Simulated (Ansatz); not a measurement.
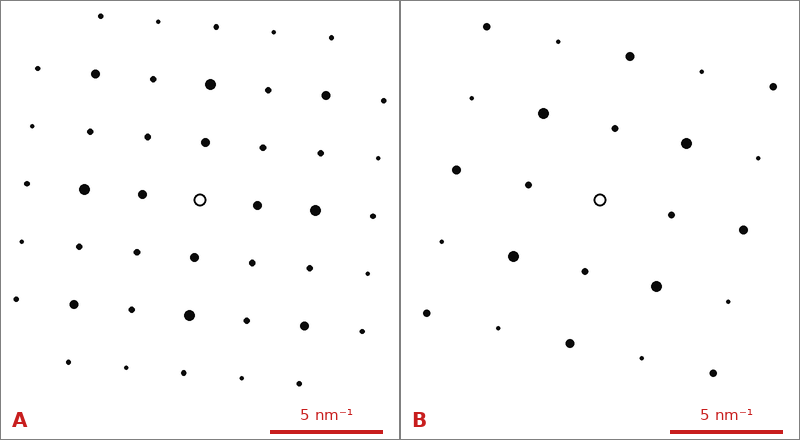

Kinematic electron diffraction patterns (200 kV, B = 0.5 Å², same scale, each along a low-index zone) of two structures of composition Ti2Br, each relaxed at zero pressure with DFT PBE, scalar-relativistic, plane waves, PAW in Ansatz. The runs are not spin-polarised.

The structures (standard cells):
1. Pn-3m (No. 224), a = 5.428 Å, 6 atoms; generated start, possibly hypothetical
2. Fm-3m (No. 225), a = 6.071 Å, 12 atoms; generated start, possibly hypothetical

**Which pattern belongs to which structure, and along which zone?**

A is structure 1 along [001] or an equivalent direction: square net of 1 -1 0 at d = 3.84 Å and 1 1 0 at d = 3.84 Å, 90.0° apart (some points of this net are extinct or too weak to see). B is structure 2 along [001] or an equivalent direction: square net of 2 0 0 at d = 3.04 Å and 0 2 0 at d = 3.04 Å, 90.0° apart.

**Which structure lies lowest at this level of theory, and by how much?**

Structure 2 (Fm-3m, 18.65 Å³ an atom) is the lowest of these; structure 1 (Pn-3m, 26.66 Å³ an atom) lies about 590 meV an atom higher. These are static energies at 0 K; other structures, not shown, may lie lower still.
